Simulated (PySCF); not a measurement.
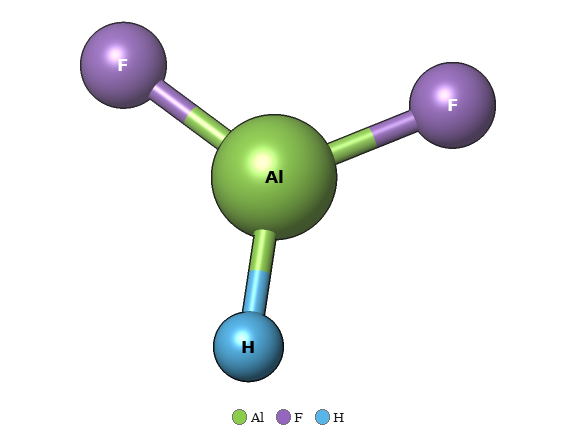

Rendered structure (ball-and-stick style). Every bond is drawn as one stick, whatever its order.

Computed geometry: PBE0-D4/def2-TZVP optimisation. No frequency run is at hand to confirm it as a minimum.

What does the picture show?

The molecule is AlF₂H. The point group is C2v. All atoms lie on one plane. Coordination: 1 Al trigonal planar.
